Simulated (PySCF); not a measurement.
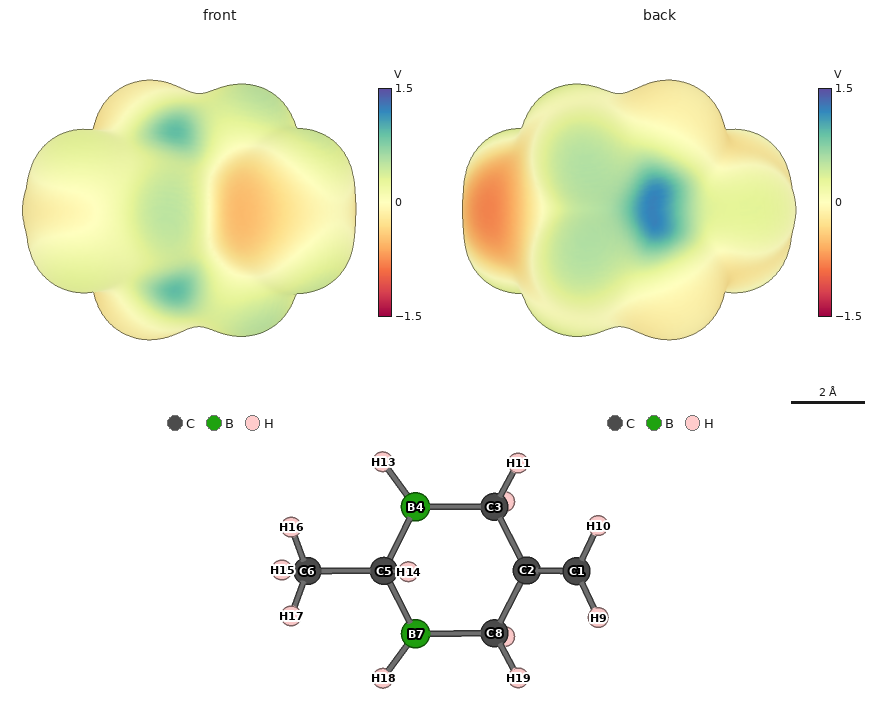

Figure 1: C₆H₁₂B₂ (SMILES C=C1CBC(C)BC1). The molecular electrostatic potential painted on the density surface at 0.001 e/bohr³, seen from the front and from behind; red is negative and blue positive. The bare structure is drawn below in the same view.

Geometry: GFN2-xTB.

Theory: PySCF, PBE0/pcSseg-1, SCF density, gas phase, non-relativistic.

The calculation's input:

```
{"job": {"kind": "nmr", "xc": "PBE0", "basis": "pcSseg-1"}, "charge": 0, "multiplicity": 1}
C      2.578867     0.608204     0.586048
C      1.619886     0.157573    -0.207340
C      0.858307     1.035578    -1.158120
B     -0.704863     0.942464    -0.947053
C     -1.209665    -0.009184     0.199412
C     -2.724210    -0.098868     0.412047
B     -0.428136    -1.364063     0.031243
C      1.133874    -1.262935    -0.184984
H      3.096766    -0.033805     1.279925
H      2.894962     1.638693     0.574002
H      1.216858     2.065656    -1.089770
H      1.080802     0.720905    -2.184553
H     -1.437991     1.529062    -1.648331
H     -0.752579     0.426724     1.101029
H     -3.204347    -0.523555    -0.466189
H     -3.153517     0.886311     0.587035
H     -2.963070    -0.731046     1.265501
H     -0.965767    -2.405083     0.021753
H      1.685721    -1.838946     0.561970
H      1.372954    -1.733007    -1.146356
```

Run with:

```sh
OMP_NUM_THREADS=1 python probes_run.py task.json out
```

### Where is the surface potential most negative and most positive?

The most negative region (about −0.8 V) lies over the π face of C1 and C2, the most positive (about +1.2 V) over B4 and B7.

### What dipole moment does the calculation give?

Its dipole moment is 0.05 D.
